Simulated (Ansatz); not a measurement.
# BHO+ (doublet): correlated methods under varied settings

Aim: run BHO+ (doublet) at one geometry under a spread of methods and options, and see what each costs and gives.

Program: Ansatz 0.2.0, Gaussian basis. Level of theory: the settings change from run to run. These are calculated values, not measurements.

5 further runs of the same task are left out: 5 set aside as unsound or not needed.

### Step 1. The system

The geometry is a PBE0/def2-TZVP stationary point (not a proven minimum) of the parent state, kept for this charge and spin.

3 atoms, charge 1, spin multiplicity 2.

Atoms are counted from 1 here; the program's logs count them from 0.

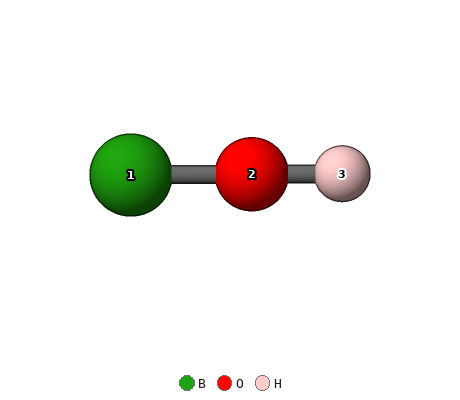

The structure; boron green, oxygen red, hydrogen pink; atoms are numbered from 1 in the order of the file.

Geometry (Å):

```xyz
3
charge 1, multiplicity 2
B     0.0000    0.0000    1.1655
O     0.0000    0.0000   -0.1066
H     0.0000    0.0000   -1.0588
```

### Step 2. CCSDT on UHF/6-31G

The input, in.yaml:

```yaml
crystal:
  periodic: [false, false, false]
  atoms:
    - {symbol: B, position_ang: [0.000000, 0.000000, 1.165459]}
    - {symbol: O, position_ang: [0.000000, 0.000000, -0.106612]}
    - {symbol: H, position_ang: [0.000000, 0.000000, -1.058847]}
basis:
  gaussian: {orbitals: 6-31G}
total_charge: 1
magnetization: {spin_polarized: true, initial_magnetization: 1}
correlation: {method: ccsdt, electrons: outside_noble_gas}
scf: {omitted_lower_state_checks: [cluster_reference]}
output: {forces: true}
```

Command:

```sh
> ansatz run in.yaml --threads 1 --pin off --events-out ev --progress --plain --max-ram 2393MiB
```

What it wrote, shortened:

```text
Functional definition: HF
  name "HF"
  cite "Fock, Z. Phys. 61, 126 (1930) doi:10.1007/BF01340294"
  parent pbe
[...]
386 factors; integrals over basis functions are off by at most 1.1e-7 eV
[...]
mean field -2714.32954729 eV, -99.7497710242 hartree, gradient 1.1e-6 eV, S^2 0.765359; 0 other end points of the search recorded, 0 dependent functions left out
2 core orbitals not correlated: weight in the atoms' cores, before any rotation towards them, 1.000 or more for the frozen orbitals, at most 0.000 for the correlated occupied ones
reference -2714.32954729 eV, -99.7497710242 hartree; 5, 4 occupied and 13, 14 virtual orbitals, 386 factors
second order -4.16185597 eV of doubles, -0.00000000 eV of singles
cycle   1  -4.00705636 eV  change    1.5e-1 eV  update   9.6e-2
[...]
cycle  16  -4.44085884 eV  change   -1.2e-7 eV  update   1.6e-7
[...]
Total energy: -2718.77040613 eV, -99.9129695765 hartree
Atom 0 at     0.000000     0.000000     1.165459 Å, force     0.000000     0.000000    -1.873052 eV/Å
Atom 1 at     0.000000     0.000000    -0.106612 Å, force     0.000000     0.000000     3.226273 eV/Å
Atom 2 at     0.000000     0.000000    -1.058847 Å, force     0.000000    -0.000000    -1.353222 eV/Å
Dipole moment:     0.000000    -0.000000     0.100956 e Å
Checks for a lower state left out: cluster_reference
```

Run time: 3.3 s. Hardware: 1 thread of AMD EPYC 7B13, shared host.

From the report: ⟨S²⟩ of the determinant 0.765 (pure doublet: 0.75); correlation -4.4409 eV; T1 0.024; largest double amplitude 0.06.

### Step 3. CISD/6-31G

The input, in.yaml:

```yaml
crystal:
  periodic: [false, false, false]
  atoms:
    - {symbol: B, position_ang: [0.000000, 0.000000, 1.165459]}
    - {symbol: O, position_ang: [0.000000, 0.000000, -0.106612]}
    - {symbol: H, position_ang: [0.000000, 0.000000, -1.058847]}
basis:
  gaussian: {orbitals: 6-31G}
total_charge: 1
magnetization: {spin_polarized: false, initial_magnetization: 1}
correlation: {active_space: {ras: {orbitals: [4, 1, 13], electrons: 9, max_holes: 2, max_particles: 2}, fixed_orbitals: true}}
scf: {lower_state_search: full}
output: {forces: true}
```

Same command.

What it wrote, shortened:

```text
Functional definition: HF
  name "HF"
  cite "Fock, Z. Phys. 61, 126 (1930) doi:10.1007/BF01340294"
  parent pbe
[...]
233 factors; integrals over basis functions are off by at most 2.6e-4 eV
[...]
mean field -2714.28069351 eV, -99.7479756809 hartree, gradient 8.6e-6 eV, S^2 0.750000; 8 other end points of the search recorded, 0 dependent functions left out
reference -2714.28069351 eV, -99.7479756809 hartree; 7, 6 occupied and 13, 14 virtual orbitals, 233 factors
state -2718.41366060 eV, -99.8998594203 hartree
[...]
Total energy: -2718.41366060 eV, -99.8998594203 hartree
Atom 0 at     0.000000     0.000000     1.165459 Å, force    -0.000000     0.000000    -2.369451 eV/Å
Atom 1 at     0.000000     0.000000    -0.106612 Å, force     0.000000     0.000000     3.481538 eV/Å
Atom 2 at     0.000000     0.000000    -1.058847 Å, force    -0.000000    -0.000000    -1.112087 eV/Å
Dipole moment:    -0.000000    -0.000000     0.137356 e Å
```

Wall time 0.6 s (1 thread of AMD EPYC 7B13, shared host).

From the report: 2,084 determinants.

### Step 4. CISD/def2-mTZVP

The input, in.yaml:

```yaml
crystal:
  periodic: [false, false, false]
  atoms:
    - {symbol: B, position_ang: [0.000000, 0.000000, 1.165459]}
    - {symbol: O, position_ang: [0.000000, 0.000000, -0.106612]}
    - {symbol: H, position_ang: [0.000000, 0.000000, -1.058847]}
basis:
  gaussian: {orbitals: def2-mTZVP}
total_charge: 1
magnetization: {spin_polarized: false, initial_magnetization: 1}
correlation: {active_space: {ras: {orbitals: [4, 1, 39], electrons: 9, max_holes: 2, max_particles: 2}, fixed_orbitals: true}}
output: {forces: true}
```

Launched as before.

What it wrote, shortened:

```text
Functional definition: HF
  name "HF"
  cite "Fock, Z. Phys. 61, 126 (1930) doi:10.1007/BF01340294"
  parent pbe
[...]
422 factors; integrals over basis functions are off by at most 1.2e-3 eV
[...]
mean field -2716.14758314 eV, -99.8165826094 hartree, gradient 3.1e-6 eV, S^2 0.750000; 3 other end points of the search recorded, 0 dependent functions left out
reference -2716.14758314 eV, -99.8165826094 hartree; 7, 6 occupied and 39, 40 virtual orbitals, 422 factors
state -2722.44058664 eV, -100.0478462226 hartree
[...]
Total energy: -2722.44058664 eV, -100.0478462226 hartree
Atom 0 at     0.000000     0.000000     1.165459 Å, force    -0.000000    -0.000000    -4.267531 eV/Å
Atom 1 at     0.000000     0.000000    -0.106612 Å, force     0.000000     0.000000     5.337048 eV/Å
Atom 2 at     0.000000     0.000000    -1.058847 Å, force     0.000000    -0.000000    -1.069517 eV/Å
Dipole moment:    -0.000000     0.000000     0.155995 e Å
```

It took 2.8 s on 1 thread of AMD EPYC 7B13, shared host.

From the report: 17,463 determinants.

### Step 5. CCSDT/6-31G

The input, in.yaml:

```yaml
crystal:
  periodic: [false, false, false]
  atoms:
    - {symbol: B, position_ang: [0.000000, 0.000000, 1.165459]}
    - {symbol: O, position_ang: [0.000000, 0.000000, -0.106612]}
    - {symbol: H, position_ang: [0.000000, 0.000000, -1.058847]}
basis:
  gaussian: {orbitals: 6-31G}
total_charge: 1
magnetization: {spin_polarized: false, initial_magnetization: 1}
hamiltonian: {xc: {name: r2SCAN}}
correlation: {method: ccsdt, electrons: outside_noble_gas}
accuracy: high
output: {forces: true}
```

Same command.

What it wrote, shortened:

```text
Functional definition: r2SCAN
  name "r2SCAN"
  cite "Furness, Kaplan, Ning, Perdew & Sun, J. Phys. Chem. Lett. 11, 8208 (2020) doi:10.1021/acs.jpclett.0c02405"
  cite "Furness, Kaplan, Ning, Perdew & Sun, J. Phys. Chem. Lett. 11, 9248 (2020) doi:10.1021/acs.jpclett.0c03077"
  parent r2scan
[...]
407 factors; integrals over basis functions are off by at most 3.7e-9 eV
[...]
mean field -2726.49568798 eV, -100.1968684479 hartree, gradient 2.0e-8 eV, S^2 0.750000; 0 other end points of the search recorded, 0 dependent functions left out
2 core orbitals not correlated: weight in the atoms' cores, before any rotation towards them, 1.000 or more for the frozen orbitals, at most 0.000 for the correlated occupied ones
reference -2714.03800345 eV, -99.7390569857 hartree; 5, 4 occupied and 13, 14 virtual orbitals, 407 factors
second order -4.50011699 eV of doubles, -0.20061336 eV of singles
cycle   1  -4.21471269 eV  change    4.7e-1 eV  update   1.1e-1
[...]
cycle  24  -4.70415909 eV  change  -2.3e-11 eV  update  5.0e-10
[...]
Total energy: -2718.74216254 eV, -99.9119316436 hartree
Atom 0 at     0.000000     0.000000     1.165459 Å, force    -0.000000    -0.000000    -1.906279 eV/Å
Atom 1 at     0.000000     0.000000    -0.106612 Å, force     0.000000     0.000000     3.256518 eV/Å
Atom 2 at     0.000000     0.000000    -1.058847 Å, force    -0.000000     0.000000    -1.350239 eV/Å
Dipole moment:     0.000000    -0.000000     0.102615 e Å
```

Run time: 7.5 s. Hardware: 1 thread of AMD EPYC 7B13, shared host.

From the report: correlation -4.7042 eV; T1 0.017; largest double amplitude 0.06. The orbitals are Kohn-Sham ones, so correlation energy and T1 don't compare with those on Hartree-Fock orbitals.

### Step 6. CCSDT(Q)/B on ROHF/6-31G

Changes to in.yaml since step 5:

```diff
@@ -10,5 +10,4 @@
 magnetization: {spin_polarized: false, initial_magnetization: 1}
-hamiltonian: {xc: {name: r2SCAN}}
-correlation: {method: ccsdt, electrons: outside_noble_gas}
-accuracy: high
+correlation: {method: ccsdt_q_b, electrons: all}
+scf: {omitted_lower_state_checks: [cluster_reference]}
 output: {forces: true}
```

Same command.

What it wrote, shortened:

```text
Functional definition: HF
  name "HF"
  cite "Fock, Z. Phys. 61, 126 (1930) doi:10.1007/BF01340294"
  parent pbe
[...]
386 factors; integrals over basis functions are off by at most 1.1e-7 eV
[...]
mean field -2714.28074132 eV, -99.7479774379 hartree, gradient 8.6e-6 eV, S^2 0.750000; 3 other end points of the search recorded, 0 dependent functions left out
reference -2714.28074132 eV, -99.7479774379 hartree; 7, 6 occupied and 13, 14 virtual orbitals, 386 factors
second order -4.22166244 eV of doubles, -0.01673491 eV of singles
cycle   1  -4.09417519 eV  change    1.4e-1 eV  update   1.0e-1
[...]
cycle  14  -4.54822685 eV  change    1.0e-6 eV  update   1.0e-6
perturbative correction -0.00600510 eV, -0.0002206834 hartree
[...]
Total energy: -2718.83497327 eV, -99.9153423752 hartree
Atom 0 at     0.000000     0.000000     1.165459 Å, force     0.000000     0.000000    -1.888843 eV/Å
Atom 1 at     0.000000     0.000000    -0.106612 Å, force    -0.000000     0.000000     3.253318 eV/Å
Atom 2 at     0.000000     0.000000    -1.058847 Å, force     0.000000     0.000000    -1.364476 eV/Å
Dipole moment:    -0.000000    -0.000000     0.102206 e Å
Checks for a lower state left out: cluster_reference
```

It took 28 s on 1 thread of AMD EPYC 7B13, shared host; peak memory 0.43 GiB.

From the report: correlation -4.5542 eV; T1 0.024; largest double amplitude 0.06.

### Step 7. All runs side by side

Where basis and cores are those of an earlier FCI/6-31G run (-2718.7781 eV), and the state is the same kind, the miss against it is given.

```
                           level         correlated  functions  energy (eV)  from FCI (meV)   time
              CCSDT on UHF/6-31G  outside noble gas         20   -2718.7704             7.7  3.3 s
                      CISD/6-31G  outside noble gas         20   -2718.4137           364.4  0.6 s
                 CISD/def2-mTZVP  outside noble gas         46   -2722.4406                  2.8 s
CCSDT/6-31G (on r2SCAN orbitals)  outside noble gas         20   -2718.7422            35.9  7.5 s
        CCSDT(Q)/B on ROHF/6-31G                all         20   -2718.8350                   28 s
```

### Step 8. Summary of results

```
quantity                           value
    runs                               5
quickest               CISD/6-31G, 0.6 s
 slowest  CCSDT(Q)/B on ROHF/6-31G, 28 s
```

**Reading.** Total energies in different bases, with other cores or another treatment of relativity can't be set against each other. CCSDT(Q)/B on ROHF/6-31G took 47 times as long as CISD/6-31G; the jobs differ in more than the method. Among the correlated runs with a miss given, it spans +8 to +364 meV. Cores frozen from Kohn-Sham orbitals shift the total energy.
